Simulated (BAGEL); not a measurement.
# CH5GeS (SMILES [CH3][GeH][SH]): ROHF/6-31G(d) (density fitting with qzvpp-jkfit, spherical functions)

What is the vertical doublet–quartet gap of CH5GeS at ROHF/6-31G* (density fitting with qzvpp-jkfit, spherical functions)? 

The calculation is run with BAGEL 1.2.2.

## Step 1: The system as given

CH5GeS: 8 atoms, total charge 0, spin state doublet. SMILES: `[CH3][GeH][SH]`. The coordinates come from a PBE0-D4/def2-TZVP relaxation. This is one conformer, not always the lowest.

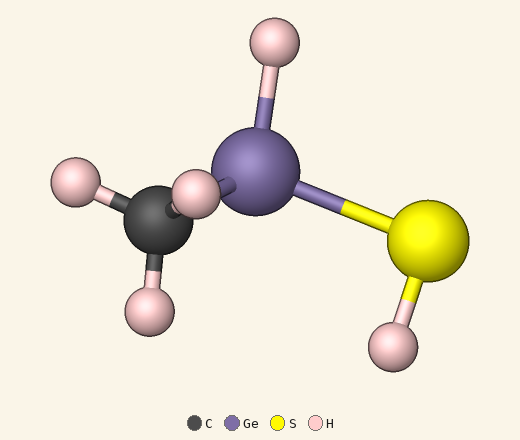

Viewed from a chosen angle; carbon dark grey, germanium purple, sulfur yellow, hydrogen pink.

## Step 2: The energy at ROHF/6-31G(d) (density fitting with qzvpp-jkfit, spherical functions)

input.json reads:

```json
{ "bagel": [

{
  "title": "molecule",
  "basis": "6-31gs.json",
  "df_basis": "qzvpp-jkfit",
  "angstrom": true,
  "geometry": [
    { "atom": "C", "xyz": [   -0.733300,    0.635200,   -0.565800 ] },
    { "atom": "Ge", "xyz": [    0.934600,   -0.393300,   -0.399900 ] },
    { "atom": "S", "xyz": [    1.033800,   -1.391600,    1.591200 ] },
    { "atom": "H", "xyz": [   -0.786300,    1.357800,    0.251000 ] },
    { "atom": "H", "xyz": [   -1.594800,   -0.030400,   -0.515000 ] },
    { "atom": "H", "xyz": [   -0.745800,    1.162700,   -1.520400 ] },
    { "atom": "H", "xyz": [    2.173100,    0.541200,   -0.392200 ] },
    { "atom": "H", "xyz": [   -0.189100,   -1.938700,    1.495000 ] }
  ]
},
{ "title": "rohf", "nopen": 1 },
{ "title": "print", "file": "orbitals.molden", "orbitals": true }

]}
```

The basis set 6-31G* is read from a file made from the Basis Set Exchange's data (not shown).

Command:

```sh
$ BAGEL_NUM_THREADS=1 BAGEL input.json > input.out
```

Output:

```text
* using 1 threads per process

  ===============================================================
  ===============================================================

  *** Geometry ***

  { "atom" : "C", "xyz" : [     -1.385736,      1.200354,     -1.069207 ] },
  { "atom" : "Ge", "xyz" : [      1.766138,     -0.743229,     -0.755701 ] },
  { "atom" : "S", "xyz" : [      1.953599,     -2.629743,      3.006932 ] },
  { "atom" : "H", "xyz" : [     -1.485892,      2.565870,      0.474321 ] },
  { "atom" : "H", "xyz" : [     -3.013735,     -0.057448,     -0.973209 ] },
  { "atom" : "H", "xyz" : [     -1.409358,      2.197185,     -2.873140 ] },
  { "atom" : "H", "xyz" : [      4.106564,      1.022720,     -0.741151 ] },
  { "atom" : "H", "xyz" : [     -0.357347,     -3.663612,      2.825141 ] },

  Number of auxiliary basis functions:      559

  Since a DF basis is specified, we compute 2- and 3-index integrals:
    o Being stored without compression. Storage requirement is 0.024 GB

  Number of basis functions:       74
  Number of electrons      :       59

    * METHOD: MOLECULE                             0.24

  *** Open-shell HF ***

  === Nuclear Repulsion ===
   253.5363807056

      * DIIS with orbital gradients will be used.

  === ROHF iteration (6-31gs.json) ===
      0      -2513.27465470          0.02191996           0.14
      1      -2513.34306681          0.00899308           0.14
      2      -2513.35441557          0.00419298           0.13
      3      -2513.35726241          0.00111487           0.14
      4      -2513.35786590          0.00039367           0.14
      5      -2513.35801310          0.00015206           0.14
      6      -2513.35804372          0.00003984           0.14
      7      -2513.35806410          0.00001573           0.14
      8      -2513.35806713          0.00000567           0.13
      9      -2513.35806801          0.00000158           0.13
     10      -2513.35806832          0.00000060           0.13
     11      -2513.35806839          0.00000030           0.15
     12      -2513.35806839          0.00000011           0.14
     13      -2513.35806839          0.00000005           0.13
     14      -2513.35806840          0.00000002           0.16
     15      -2513.35806840          0.00000001           0.13
    * SCF iteration converged.

    * S^2 (ROHF) is 0.7500

    * Permanent dipole moment:
           (    0.623742,    -0.300965,     0.642901) a.u.

    * METHOD: ROHF                                 2.40

    * METHOD: PRINT                                0.01

  ===============================================================
```

Wall time 3 s (1 thread of Intel Xeon 6975P-C (Granite Rapids), shared host); peak memory 0.13 GiB.

## Step 3: The quartet

calc.json reads:

```json
{ "bagel" : [

{
  "title" : "molecule",
  "basis" : "6-31gs.json",
  "df_basis" : "qzvpp-jkfit",
  "angstrom" : "true",
  "geometry" : [
    { "atom" : "C", "xyz" : [   -0.733300,    0.635200,   -0.565800 ] },
    { "atom" : "Ge", "xyz" : [    0.934600,   -0.393300,   -0.399900 ] },
    { "atom" : "S", "xyz" : [    1.033800,   -1.391600,    1.591200 ] },
    { "atom" : "H", "xyz" : [   -0.786300,    1.357800,    0.251000 ] },
    { "atom" : "H", "xyz" : [   -1.594800,   -0.030400,   -0.515000 ] },
    { "atom" : "H", "xyz" : [   -0.745800,    1.162700,   -1.520400 ] },
    { "atom" : "H", "xyz" : [    2.173100,    0.541200,   -0.392200 ] },
    { "atom" : "H", "xyz" : [   -0.189100,   -1.938700,    1.495000 ] }
  ]
},
{
  "title" : "rohf",
  "charge" : 0,
  "nopen" : 3
},
{
  "title" : "print",
  "file" : "orbitals.molden",
  "orbitals" : "true"
}

]}
```

The basis set 6-31G* is read from a file made from the Basis Set Exchange's data (not shown).

Command:

```sh
$ BAGEL_NUM_THREADS=1 BAGEL calc.json > calc.out
```

Output:

```text
* using 1 threads per process

  ===============================================================
  ===============================================================

  *** Geometry ***

  { "atom" : "C", "xyz" : [     -1.385736,      1.200354,     -1.069207 ] },
  { "atom" : "Ge", "xyz" : [      1.766138,     -0.743229,     -0.755701 ] },
  { "atom" : "S", "xyz" : [      1.953599,     -2.629743,      3.006932 ] },
  { "atom" : "H", "xyz" : [     -1.485892,      2.565870,      0.474321 ] },
  { "atom" : "H", "xyz" : [     -3.013735,     -0.057448,     -0.973209 ] },
  { "atom" : "H", "xyz" : [     -1.409358,      2.197185,     -2.873140 ] },
  { "atom" : "H", "xyz" : [      4.106564,      1.022720,     -0.741151 ] },
  { "atom" : "H", "xyz" : [     -0.357347,     -3.663612,      2.825141 ] },

  Number of auxiliary basis functions:      559

  Since a DF basis is specified, we compute 2- and 3-index integrals:
    o Being stored without compression. Storage requirement is 0.024 GB

  Number of basis functions:       74
  Number of electrons      :       59

    * METHOD: MOLECULE                             0.24

  *** Open-shell HF ***

  === Nuclear Repulsion ===
   253.5363807056

      * DIIS with orbital gradients will be used.

  === ROHF iteration (6-31gs.json) ===
      0      -2513.01051693          0.02321218           0.14
      1      -2513.09951428          0.01198962           0.14
      2      -2513.12267905          0.00605390           0.14
      3      -2513.13032209          0.00155406           0.14
      4      -2513.13353462          0.00071422           0.14
      5      -2513.13480800          0.00052369           0.13
      6      -2513.13560064          0.00033862           0.14
      7      -2513.13600979          0.00020404           0.14
      8      -2513.13616756          0.00011668           0.14
      9      -2513.13621632          0.00007072           0.14
     10      -2513.13623094          0.00005230           0.14
     11      -2513.13624045          0.00003875           0.15
     12      -2513.13624855          0.00002624           0.14
     13      -2513.13625438          0.00001498           0.14
     14      -2513.13625352          0.00001155           0.14
     15      -2513.13625504          0.00000904           0.14
     16      -2513.13625628          0.00000744           0.14
     17      -2513.13625674          0.00000630           0.13
     18      -2513.13625790          0.00000525           0.14
     19      -2513.13625854          0.00000420           0.13
     20      -2513.13625807          0.00000289           0.14
     21      -2513.13625826          0.00000210           0.14
     22      -2513.13625739          0.00000118           0.14
     23      -2513.13625693          0.00000077           0.13
     24      -2513.13625694          0.00000057           0.14
     25      -2513.13625701          0.00000041           0.14
     26      -2513.13625704          0.00000030           0.14
     27      -2513.13625694          0.00000020           0.14
     28      -2513.13625702          0.00000015           0.14
     29      -2513.13625692          0.00000009           0.14
     30      -2513.13625693          0.00000007           0.18
     31      -2513.13625691          0.00000004           0.14
     32      -2513.13625692          0.00000003           0.14
     33      -2513.13625691          0.00000002           0.16
     34      -2513.13625691          0.00000001           0.17
     35      -2513.13625690          0.00000001           0.16
     36      -2513.13625691          0.00000001           0.14
    * SCF iteration converged.

    * S^2 (ROHF) is 3.7500

    * Permanent dipole moment:
           (    0.560154,     0.647827,    -1.141248) a.u.

    * METHOD: ROHF                                 5.42

    * METHOD: PRINT                                0.01

  ===============================================================
```

Run time: 6 s. Hardware: 1 thread of Intel Xeon 6975P-C (Granite Rapids), shared host; peak memory 0.13 GiB.

## Step 4: What came out

At ROHF/6-31G* (density fitting with qzvpp-jkfit, spherical functions):

```
                                        quantity           value
                           doublet: total energy  -2513.35807 Eh
                          doublet: dipole moment          2.40 D
                                   doublet: ⟨S²⟩           0.750
                           quartet: total energy  -2513.13626 Eh
                          quartet: dipole moment          3.63 D
                                   quartet: ⟨S²⟩           3.750
vertical energy of the quartet above the doublet        6.036 eV
```

In words: At this shape the quartet lies 6.04 eV (139 kcal/mol) above the doublet.
